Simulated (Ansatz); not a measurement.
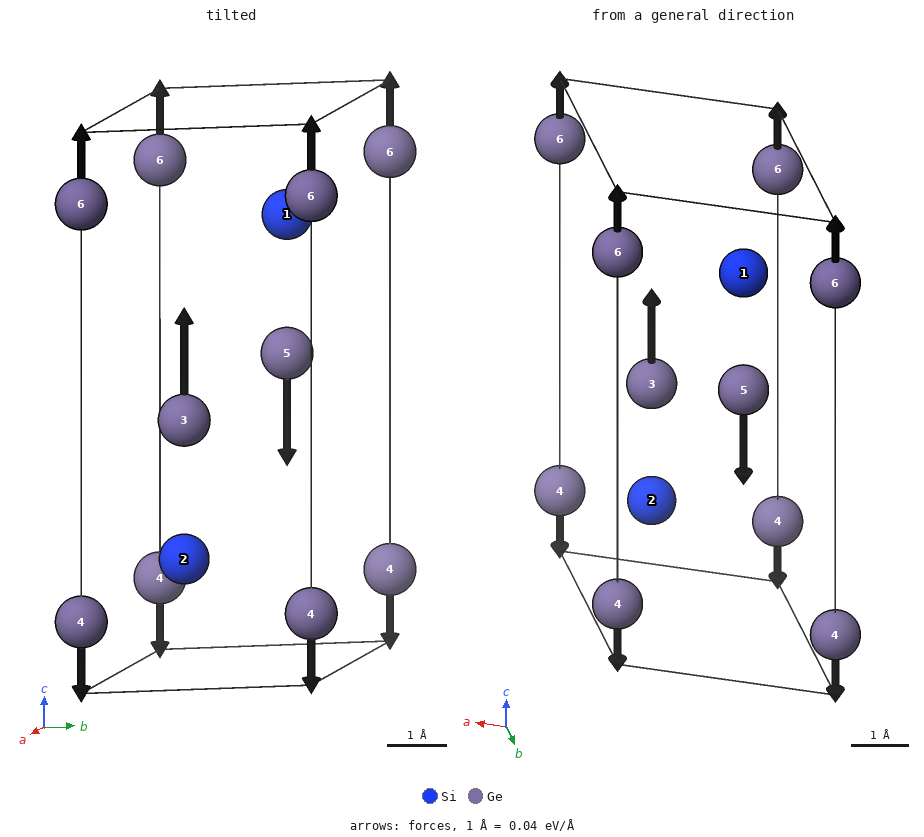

Shown here is a spheres-only view of the crystal, taken slightly off an axis and from a general direction. The simulation cell is outlined; an atom on or near a face, edge or corner is repeated at each equivalent position. The arrows are the computed forces on the atoms.

System: SiGe₂. Electronic-structure method: Ansatz, DFT HSE06, scalar-relativistic, plane waves, PAW. Parameters: a 420 eV plane-wave basis, k-grid 6×6×2, Gaussian smearing of 0.02 eV, no spin polarisation.

**Are the forces small enough to call this converged?**

No. The atoms still feel forces of up to about 0.062 eV/Å, above a usual threshold of 0.01 to 0.03 eV/Å.

**Find the atom with the largest force.**

Ge3 and Ge5, about 0.062 eV/Å.

The structure was taken from a structure type filled with these elements by a generator (whether the compound takes this form wasn't checked). Earlier steps of the study, as a rule a relaxation of our own, may have changed the cell and positions, so they can lie some per cent off the listed ones. A calculation with Ansatz used it as input.
